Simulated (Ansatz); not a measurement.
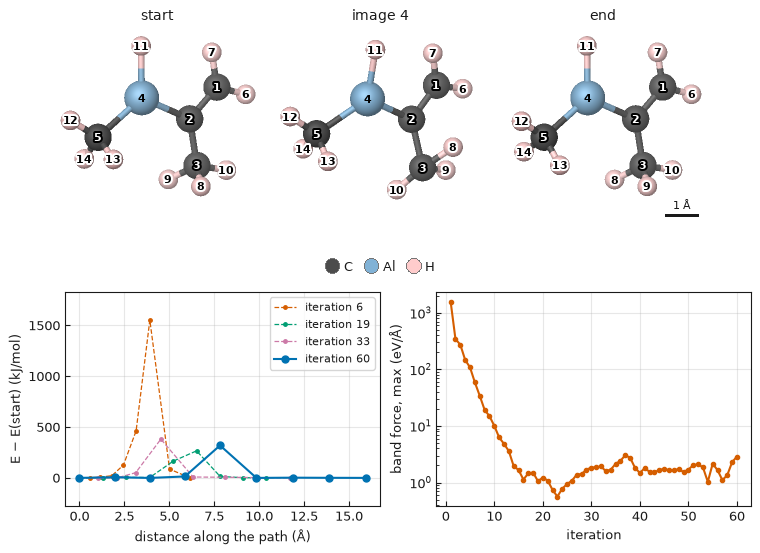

A nudged-elastic-band calculation for C$_{4}$H$_{9}$Al. Images are numbered from 0 (start) to 8 (end). The plot follows the band through its iterations. A ball-and-stick model, seen at a tilt.

These are results of UKS LDA/def2-SVP (Ansatz 0.2.0), not measurements. Run with 7 movable images; climbing image; force threshold 0.5 eV/Å; iteration limit 60; starting path through a guess of the saddle point.

> Judge this run.

The result isn't final. The band hadn't converged when the run stopped after 60 iterations. The largest component of the band force went from 1600 to 2.9 eV/Å. The barrier read from it is provisional: over the last two iterations the highest image moved from 405.6 kJ/mol to 319.4 kJ/mol. The force threshold is loose. The first iteration put the highest image at 20945.3 kJ/mol. The two ends have the same energy, and the highest point, image 4, lies 319.4 kJ/mol above the start.

The run took about 40 core-minutes on a shared host.
